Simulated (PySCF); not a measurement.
C₅H₆FNSi: excited-state calculation

- system: C₅H₆FNSi
- method: TDDFT B3LYP/def2-SVPD, vertical, gas phase, core orbitals frozen in the response (PySCF 2.14.0)

The geometry comes from this level: GFN2-xTB. It belongs to a series of runs on one base structure; here: constitutional isomer.

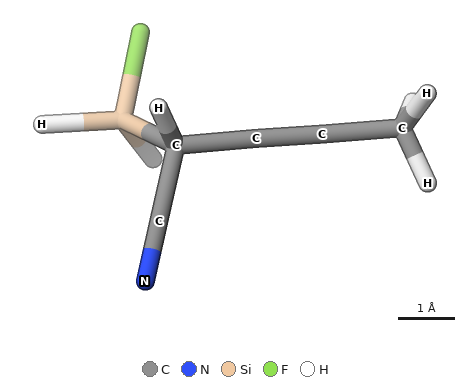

**Figure 1.** The structure (stick view, seen at a tilt).

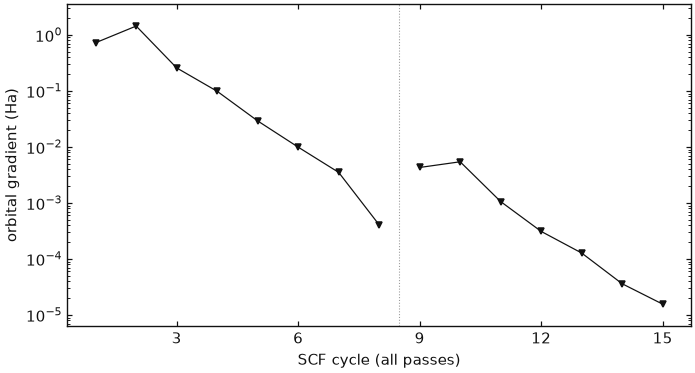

**Figure 2.** Convergence of the self-consistent field: orbital gradient against the SCF cycle. The dotted line marks the change from a coarse to the final integration grid. The first 8 cycles use a coarse grid, the final grid takes over at cycle 9, and the field converges after 15 cycles in all.

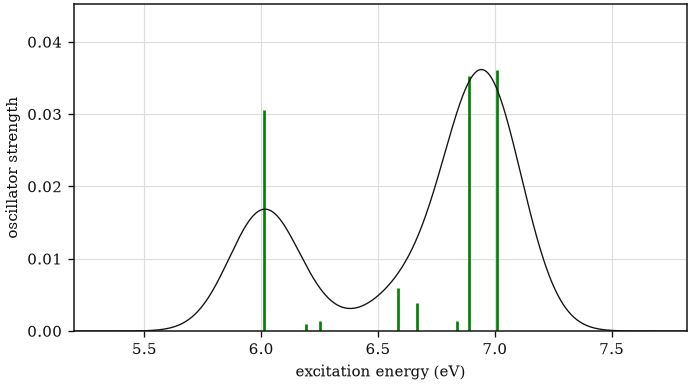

**Figure 3.** Computed excitations as sticks (degenerate states added up, dark ones marked on the axis), with a Gaussian envelope of 0.35 eV full width at half maximum, scaled to the tallest. Of the 8 states the lowest lies at 6.01 eV (f = 0.031); the strongest line is at 7.01 eV, or 177 nm (f = 0.036).

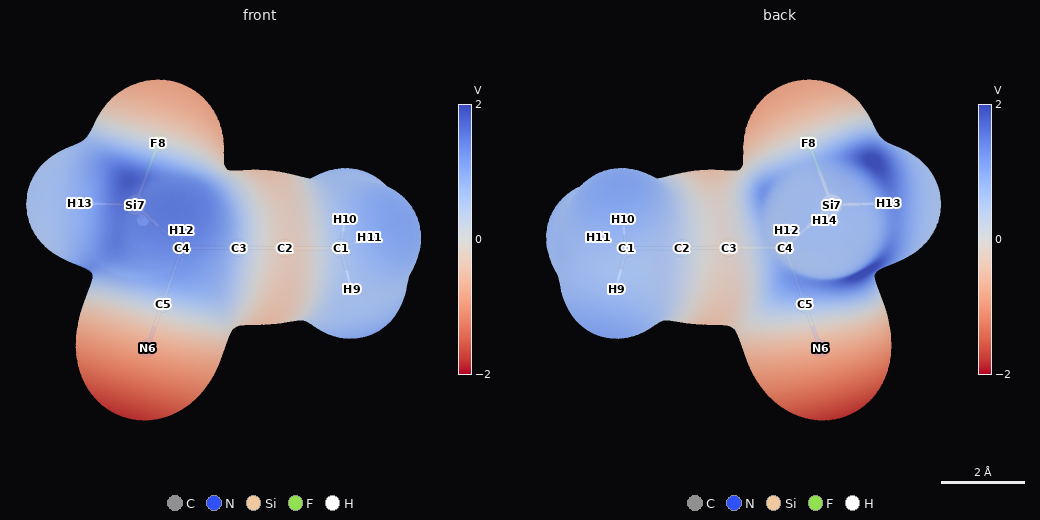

**Figure 4.** The electrostatic potential painted on the density surface at 0.002 e/bohr³, seen at a tilt and from behind; red is negative and blue positive. A positive charge is drawn to the negative regions and a negative charge to the positive ones.

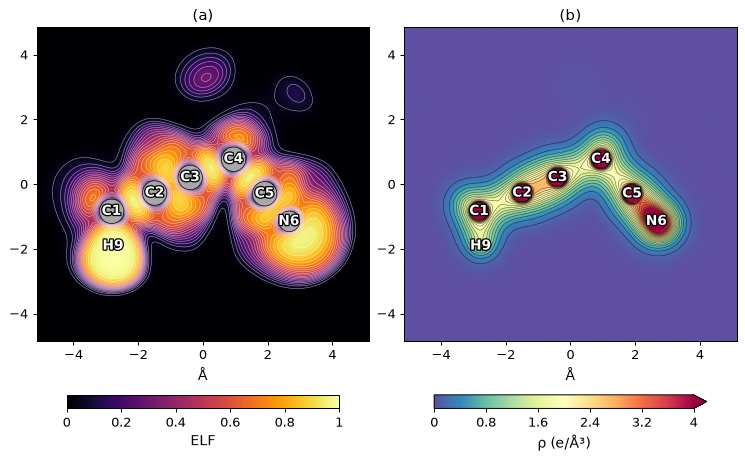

**Figure 5.** (a) ELF; (b) electron density on the plane of atoms C3, C4 and C5. Grey discs, where drawn, cover atomic cores. The section cuts through C, N and H sites. C–N (1.14 Å): ρ is about 3.6 e/Å³ halfway; the ELF peaks at about 0.85 between the atoms; a double or triple bond. C–C (1.20 Å): ρ at the midpoint is about 2.7 e/Å³; the ELF peaks at about 0.85 between the atoms (a multiple bond by its length, whose ELF region spreads away from the axis).

The input and output of the run follow.

The input:
```
{"job": {"kind": "uv", "xc": "B3LYP", "basis": "def2-SVPD", "nstates": 8, "ntriplets": 3}, "charge": 0, "multiplicity": 1}
C      2.681089     1.014945     0.621819
C      1.396305     0.362092     0.512464
C      0.327048    -0.174771     0.440557
C     -0.963862    -0.829959     0.312817
C     -0.790614    -2.093470    -0.347302
N     -0.650759    -3.088582    -0.893968
Si    -2.185940     0.284526    -0.673265
F     -2.394563     1.582240     0.255499
H      3.419350     0.477948     0.026946
H      2.609533     2.039779     0.258297
H      3.006670     1.029416     1.661563
H     -1.375980    -1.017942     1.312505
H     -3.489484    -0.349175    -0.764299
H     -1.589471     0.762480    -1.905723
```

The first line tells a small driver script what to run in PySCF; the rest is the geometry in Å.

Command:
```bash
OMP_NUM_THREADS=1 python <driver script> task.json out
```

Log:
```
coarse grid: 12928 points
cycle   1  E = -637.6810458683  dE =  9.721e-01  |g| = 7.264e-01  |ddm| = 9.693e+00
cycle   2  E = -637.3686219722  dE =  3.124e-01  |g| = 1.441e+00  |ddm| = 3.570e+00
cycle   3  E = -637.7810079518  dE = -4.124e-01  |g| = 2.579e-01  |ddm| = 2.075e+00
cycle   4  E = -637.7948561065  dE = -1.385e-02  |g| = 9.861e-02  |ddm| = 4.258e-01
cycle   5  E = -637.7967655050  dE = -1.909e-03  |g| = 2.917e-02  |ddm| = 1.799e-01
cycle   6  E = -637.7969495828  dE = -1.841e-04  |g| = 9.925e-03  |ddm| = 6.624e-02
cycle   7  E = -637.7969710881  dE = -2.151e-05  |g| = 3.514e-03  |ddm| = 2.309e-02
cycle   8  E = -637.7969738967  dE = -2.809e-06  |g| = 4.061e-04  |ddm| = 1.244e-02
final grid: 122800 points
cycle   9  E = -637.8913394556  dE = -2.648e-05  |g| = 4.300e-03  |ddm| = 1.540e-01
cycle  10  E = -637.8913373975  dE =  2.058e-06  |g| = 5.434e-03  |ddm| = 1.907e-02
cycle  11  E = -637.8913438289  dE = -6.431e-06  |g| = 1.059e-03  |ddm| = 8.488e-03
cycle  12  E = -637.8913440338  dE = -2.048e-07  |g| = 3.105e-04  |ddm| = 1.518e-03
cycle  13  E = -637.8913440515  dE = -1.772e-08  |g| = 1.276e-04  |ddm| = 4.311e-04
cycle  14  E = -637.8913440546  dE = -3.118e-09  |g| = 3.607e-05  |ddm| = 2.099e-04
cycle  15  E = -637.8913440549  dE = -2.617e-10  |g| = 1.559e-05  |ddm| = 8.289e-05
converged SCF energy = -637.8913440549

Static polarisability (au): isotropic 87.181, principal 66.220 83.285 112.037

Singlet excitations
state   eV       nm        f      main configurations
  1   6.0103    206.3   0.03065   H->L 0.94
  2   6.1902    200.3   0.00091   H->L+1 0.39, H-1->L 0.35
  3   6.2524    198.3   0.00146   H-1->L 0.57, H->L+1 0.30
  4   6.5859    188.3   0.00600   H->L+2 0.42, H-1->L+1 0.29, H->L+1 0.09
  5   6.6663    186.0   0.00392   H->L+3 0.44, H->L+1 0.19, H-1->L+1 0.14
  6   6.8370    181.3   0.00142   H-1->L+2 0.64, H-1->L+5 0.10, H-1->L+1 0.08
  7   6.8874    180.0   0.03524   H-1->L+3 0.34, H-1->L+1 0.33, H->L+2 0.10
  8   7.0109    176.8   0.03618   H->L+4 0.30, H->L+3 0.27, H-1->L+3 0.14

Triplet excitations (Tamm-Dancoff, eV): 5.3493 5.7230 5.7583
```

Summary:

| quantity | value |
| --- | --- |
| outcome | converged |
| total energy | −637.891344 hartree |
| HOMO | −7.55 eV |
| LUMO | −0.69 eV |
| dipole moment | 2.76 D |
| mean polarisability | 87.18 a.u. |
| lowest singlet excitation | 6.01 eV |
| hardware | 1 CPU thread, shared host |
| wall time | 79 s |
| peak memory | 0.85 GiB |
